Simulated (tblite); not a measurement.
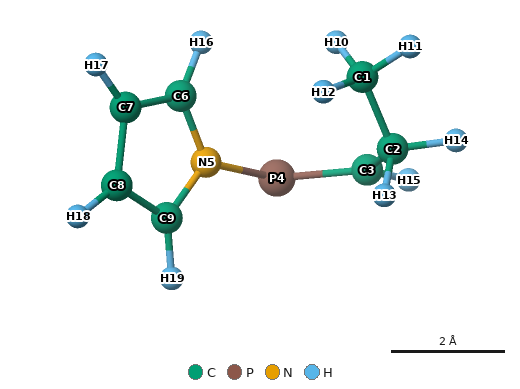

C7H10NP, before the relaxation. A ball-and-stick model, seen at a tilt.

Method: tblite 0.8.0, GFN2-xTB geometry optimisation, gas phase.

```xyz
19

C     1.8840    0.8638    0.1814
C     2.1573   -0.5884    0.3739
C     1.6508   -1.4957   -0.6484
P     0.0578   -1.5761   -1.1418
N    -1.1256   -0.4996   -0.3209
C    -1.3351    0.8193   -0.5172
C    -2.3384    1.2861    0.3020
C    -2.7648    0.1851    1.0367
C    -2.0051   -0.9074    0.6274
H     1.5577    1.0749   -0.8452
H     2.8166    1.4218    0.4260
H     1.1489    1.1783    0.9619
H     1.8446   -0.8692    1.4421
H     3.2889   -0.6935    0.3466
H     2.3385   -2.1633   -1.1638
H    -0.7899    1.4223   -1.1892
H    -2.7059    2.3030    0.3631
H    -3.5570    0.1510    1.7812
H    -2.1331   -1.9029    1.0374
```

**What does the optimiser find from here?**

Over 197 geometry steps the energy falls by 85.4 kJ/mol. The largest move after the best rigid fit is that of H10, 2.73 Å. Largest moves by element: H 2.73 Å, C 1.19 Å, P 0.83 Å, N 0.35 Å. Among the contacts that change: P4–N5 1.798 → 1.727 Å, C2–H13 1.148 → 1.092 Å, C2–H14 1.137 → 1.096 Å, C1–C2 1.490 → 1.528 Å. Bond angles that change, for instance: C3–P4–N5 117.7° → 103.4°, C8–C9–H19 123.0° → 130.4°, N5–C9–H19 128.1° → 120.7°. Groups turn about C2–C3 by about 85°, P4–N5 by about 50°, C1–C2 by about 40°.

The structure at the end:

```xyz
19

C     2.9649    0.4210    0.4096
C     1.6542   -0.3591    0.4931
C     1.2919   -0.9312   -0.8350
P    -0.1684   -0.9671   -1.6515
N    -1.2732   -0.2624   -0.5274
C    -2.1783    0.7141   -0.8555
C    -2.9701    0.9640    0.2240
C    -2.5585    0.0849    1.2530
C    -1.5250   -0.6540    0.7628
H     3.7769   -0.2224    0.0766
H     3.2227    0.8252    1.3855
H     2.8701    1.2467   -0.2921
H     0.8589    0.2948    0.8575
H     1.7733   -1.1713    1.2193
H     2.1119   -1.3933   -1.3726
H    -2.1625    1.1622   -1.8306
H    -3.7581    1.6887    0.2851
H    -2.9831    0.0116    2.2353
H    -0.9572   -1.4430    1.2163
```

After the run, drawn alike:

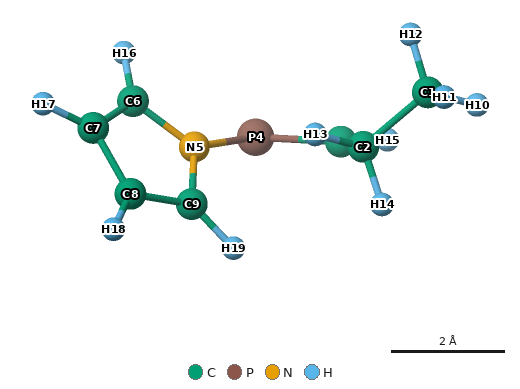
